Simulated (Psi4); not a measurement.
# TPSSh/def2-SVP (core potential) run of InN2H5 (SMILES [NH2][InH][NH2])

What is the energy change on altering one bond length of InN2H5 at TPSSh/def2-SVP (core potential)? 

Program for the calculation: Psi4 1.11.

9 further runs of the same task are left out: 7 that didn't finish, 2 set aside as unsound or not needed. Runs told in other sessions of the task aren't counted.

## Step 1: The structure to begin with

InN2H5: 8 atoms, total charge 0, spin state singlet. As SMILES, `[NH2][InH][NH2]`. The shape is that of a PBE0-D4/def2-TZVP optimisation.

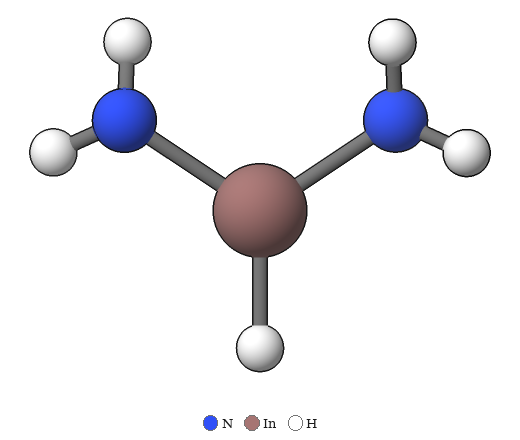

The structure, seen from a chosen angle (nitrogen blue, indium brown, hydrogen white).

## Step 2: Energy and gradient at TPSSh/def2-SVP (core potential)

input.inp reads:

```
memory 2.2 GB

molecule geom {
  N
  In 1 r2
  N 2 r3 1 a3
  H 1 r4 2 a4 3 d4
  H 1 r5 4 a5 2 d5
  H 2 r6 3 a6 1 d6
  H 3 r7 2 a7 6 d7
  H 3 r8 7 a8 2 d8

  r2 = 2.018184
  r3 = 2.018141
  a3 = 112.72333
  r4 = 1.008426
  a4 = 119.28814
  d4 = 18.76805
  r5 = 1.008014
  a5 = 109.60232
  d5 = -143.33452
  r6 = 1.70331
  a6 = 123.63027
  d6 = -179.99422
  r7 = 1.007953
  a7 = 119.67322
  d7 = -21.56562
  r8 = 1.008405
  a8 = 109.61074
  d8 = 143.2183
  symmetry c1
}

set puream true
set e_convergence 1e-09
set d_convergence 1e-08
set scf_type pk
set dft_radial_points 99
set dft_spherical_points 590

result, w = gradient("tpssh/def2-SVP", return_wfn=True)
oeprop(w, "QUADRUPOLE", "WIBERG_LOWDIN_INDICES", "MAYER_INDICES")
print_variables()
```

The run is started by

```
$ psi4 input.inp input.out -n 1
```

input.out:

```text
[...]
  Running in c1 symmetry.
[...]
  Nuclear repulsion =  130.554370188351839
[...]
  Multiplicity = 1
[...]
  Nalpha       = 20
  Nbeta        = 20
[...]
    Number of basis functions: 79
[...]
   @RKS iter   1:  -301.88332854633592   -7.24336e-01   1.44805e-02 DIIS/ADIIS
[...]
   @RKS iter  12:  -302.47812771726012   -1.42109e-12   2.16066e-09 DIIS
[...]
    Orbital Energies [Eh]
    ---------------------
    Doubly Occupied:
       1A    -14.224123     2A    -14.224097     3A     -4.583797
       4A     -3.004476     5A     -2.995839     6A     -2.995306
       7A     -0.787225     8A     -0.787160     9A     -0.714173
      10A     -0.709844    11A     -0.709687    12A     -0.702331
      13A     -0.693264    14A     -0.437564    15A     -0.432462
      16A     -0.410284    17A     -0.314406    18A     -0.293830
      19A     -0.226613    20A     -0.207043
[...]
  @RKS Final Energy:  -302.47812771726012
   => Energetics <=
    Nuclear Repulsion Energy =            130.5543701883518395
    One-Electron Energy =                -747.1451750695566716
    Two-Electron Energy =                 343.4091011373840843
    DFT Exchange-Correlation Energy =     -29.2964239734393850
    Empirical Dispersion Energy =           0.0000000000000000
    VV10 Nonlocal Energy =                  0.0000000000000000
    Total Energy =                       -302.4781277172601222
[...]
  -Total Gradient:
     Atom            X                  Y                   Z
    ------   -----------------  -----------------  -----------------
       1       -0.005216803342    -0.000553600567    -0.001643443009
       2       -0.000000418969    -0.004567765967    -0.003035712425
       3        0.005234532227    -0.001746731893     0.000165296513
       4        0.002525452134     0.007321486326     0.004906376233
       5        0.002857779107    -0.007142594488     0.005028687347
       6       -0.000000702415    -0.002557672143    -0.001698963378
       7       -0.002873297818     0.001891902226    -0.008576130380
       8       -0.002526547505     0.007366139155     0.004861325056
[...]
 Multipole Moments:
 ------------------------------------------------------------------------------------
     Multipole            Electronic (a.u.)      Nuclear  (a.u.)        Total (a.u.)
 ------------------------------------------------------------------------------------
 L = 1.  Multiply by 2.5417464519 to convert [e a0] to [Debye]
 Dipole X            :          0.0004598           -0.0008303           -0.0003705
 Dipole Y            :         15.6044472          -15.7686372           -0.1641900
 Dipole Z            :         10.3824435          -10.4916658           -0.1092223
 Magnitude           :                                                    0.1972004
 L = 2.  Multiply by 1.3450342976 to convert [e a0^2] to [Debye ang]
 Quadrupole XX       :        -28.7425039            1.3113807          -27.4311231
 Quadrupole XY       :          3.4877096           -5.0633656           -1.5756560
[...]
```

Wall time 30 s (1 thread of AMD EPYC 9R45 (Zen 5), shared host); peak memory 1.3 GiB.

## Step 3: The distorted shape

h5inn2.json reads:

```json
{
  "schema_name": "qcschema_input",
  "schema_version": 1,
  "molecule": {
    "schema_name": "qcschema_molecule",
    "schema_version": 2,
    "symbols": ["N", "In", "N", "H", "H", "H", "H", "H"],
    "geometry": [-3.67332712, 2.06463162, -4.52206926, 0.46865208, 1.06731732, 0.86077025, 1.40349959, -2.59875137, 1.34094966, -4.64162279, 0.58837757, -5.2394093, -4.74763642, 3.63537197, -4.60672899, 1.50989117, 3.43778977, 2.77317309, 2.96857077, -3.05134077, 2.32776464, 1.1895826, -3.81365629, -0.11149384],
    "molecular_charge": 0,
    "molecular_multiplicity": 1,
    "fix_symmetry": "c1",
    "fix_com": true,
    "fix_orientation": true
  },
  "driver": "gradient",
  "model": {
    "method": "tpssh",
    "basis": "def2-SVP"
  },
  "keywords": {
    "puream": true,
    "e_convergence": 1e-09,
    "d_convergence": 1e-08,
    "scf_type": "pk",
    "dft_radial_points": 99,
    "dft_spherical_points": 590
  }
}
```

The run is started by

```
$ psi4 --qcschema h5inn2.json -n 1 --memory 2200MB
```

stdout, cut to the lines that bear on the results:

```text
[...]
    !!!  WARNING: ECP capability is in beta. Please check occupations closely.  !!!
[...]
  Running in c1 symmetry.
[...]
  Nuclear repulsion =  106.441092467242129
[...]
  Multiplicity = 1
[...]
  Nalpha       = 20
  Nbeta        = 20
[...]
    Number of basis functions: 79
[...]
   @RKS iter   1:  -301.56444763949889   -7.05342e-01   1.53709e-02 ADIIS/DIIS
[...]
   @RKS iter  16:  -302.34371362722595   -4.45368e-10   6.28967e-09 DIIS
[...]
  @RKS Final Energy:  -302.34371362722595
   => Energetics <=
    Nuclear Repulsion Energy =            106.4410924672421288
    One-Electron Energy =                -698.2836083431238876
    Two-Electron Energy =                 318.6748442024228325
    DFT Exchange-Correlation Energy =     -29.1760419537670472
    Empirical Dispersion Energy =           0.0000000000000000
    VV10 Nonlocal Energy =                  0.0000000000000000
    Total Energy =                       -302.3437136272259522
[...]
 Multipole Moments:
 ------------------------------------------------------------------------------------
     Multipole            Electronic (a.u.)      Nuclear  (a.u.)        Total (a.u.)
 ------------------------------------------------------------------------------------
 L = 1.  Multiply by 2.5417464519 to convert [e a0] to [Debye]
 Dipole X            :         10.4366778           -9.7683137            0.6683641
 Dipole Y            :        -19.9113530           19.4713677           -0.4399853
 Dipole Z            :          9.7533894           -9.0483564            0.7050331
 Magnitude           :                                                    1.0664751
[...]
  -Total Gradient:
     Atom            X                  Y                   Z
    ------   -----------------  -----------------  -----------------
       1       -0.056472009145    -0.000699660464    -0.003257852141
       2        0.021179144718    -0.002253141814     0.018764380605
       3        0.007028720997    -0.000327820001     0.000036552816
       4        0.018854835952     0.011978895396    -0.003935998431
       5        0.019613978930    -0.008471889139    -0.008241424963
       6       -0.002147676540    -0.008580741916    -0.004617885480
       7       -0.010661308367     0.001526751472    -0.005571065656
       8        0.002599982085     0.006839229851     0.006820594490
[...]
```

The result, in JSON:

```text
{
 "driver": "gradient",
 "model": {
  "method": "tpssh",
  "basis": "def2-SVP"
 },
 "success": true,
 "return_result": [-0.05647200914539585, -0.0006996604641335575, -0.003257852140859399, 0.021179144718325174, -0.002253141814295277, 0.018764380604746556, 0.007028720997013738, -0.00032782000056687244, 3.6552815539908634e-05, 0.01885483595197679, 0.011978895395997474, -0.003935998431210633, 0.01961397892985467, -0.008471889138983557, -0.00824142496274635, -0.0021476765395636657, -0.008580741915764065, -0.004617885480090414, -0.010661308367388656, 0.00152675147163997, -0.005571065656075347, 0.002599982085428783, 0.006839229851182987, 0.006820594489880039],
 "properties": {
  "calcinfo_nbasis": 79,
  "calcinfo_nmo": 79,
  "calcinfo_nalpha": 20,
  "calcinfo_nbeta": 20,
  "calcinfo_natom": 8,
  "nuclear_repulsion_energy": 106.44109246724213,
  "return_energy": -302.34371362722595,
  "return_gradient": [-0.05647200914539585, -0.0006996604641335575, -0.003257852140859399, 0.021179144718325174, -0.002253141814295277, 0.018764380604746556, 0.007028720997013738, -0.00032782000056687244, 3.6552815539908634e-05, 0.01885483595197679, 0.011978895395997474, -0.003935998431210633, 0.01961397892985467, -0.008471889138983557, -0.00824142496274635, -0.0021476765395636657, -0.008580741915764065, -0.004617885480090414, -0.010661308367388656, 0.00152675147163997, -0.005571065656075347, 0.002599982085428783, 0.006839229851182987, 0.006820594489880039],
  "scf_one_electron_energy": -698.2836083431239,
  "scf_two_electron_energy": 318.67484420242283,
  "scf_xc_energy": -29.176041953767047,
  "scf_dipole_moment": [0.6683640840151259, -0.4399852632049992, 0.705033090817718],
  "scf_total_energy": -302.34371362722595,
  "scf_total_gradient": [-0.05647200914539585, -0.0006996604641335575, -0.003257852140859399, 0.021179144718325174, -0.002253141814295277, 0.018764380604746556, 0.007028720997013738, -0.00032782000056687244, 3.6552815539908634e-05, 0.01885483595197679, 0.011978895395997474, -0.003935998431210633, 0.01961397892985467, -0.008471889138983557, -0.00824142496274635, -0.0021476765395636657, -0.008580741915764065, -0.004617885480090414, -0.010661308367388656, 0.00152675147163997, -0.005571065656075347, 0.002599982085428783, 0.006839229851182987, 0.006820594489880039],
  "scf_iterations": 16
 }
}
```

It took 32 s on 1 thread of AMD EPYC 9R45 (Zen 5), shared host; peak memory 1.2 GiB.

## Step 4: Outcome

At TPSSh/def2-SVP (core potential):

| quantity | value |
| --- | --- |
| first shape: total energy | -302.47813 Eh |
| first shape: dipole moment | 0.50 D |
| first shape: HOMO energy | -5.63 eV |
| first shape: LUMO energy | -0.51 eV |
| first shape: HOMO–LUMO gap | 5.12 eV |
| first shape: largest force on an atom | 0.475 eV/Å |
| distorted shape: total energy | -302.34371 Eh |
| distorted shape: dipole moment | 2.71 D |
| distorted shape: HOMO energy | -4.36 eV |
| distorted shape: LUMO energy | -3.34 eV |
| distorted shape: HOMO–LUMO gap | 1.02 eV |
| distorted shape: largest force on an atom | 2.909 eV/Å |
| energy change with the N1–In2 bond stretched from 2.018 to 3.633 Å | 3.658 eV |

**Reading.** With the N1–In2 bond stretched from 2.018 to 3.633 Å the energy rises by 3.66 eV (353 kJ/mol). The first shape isn't relaxed at this level, so the change isn't measured from a minimum. A restricted reference can't describe the breaking bond well at this length. The largest force (first shape) is 0.48 eV/Å: the shape isn't a stationary point for this species at this level.
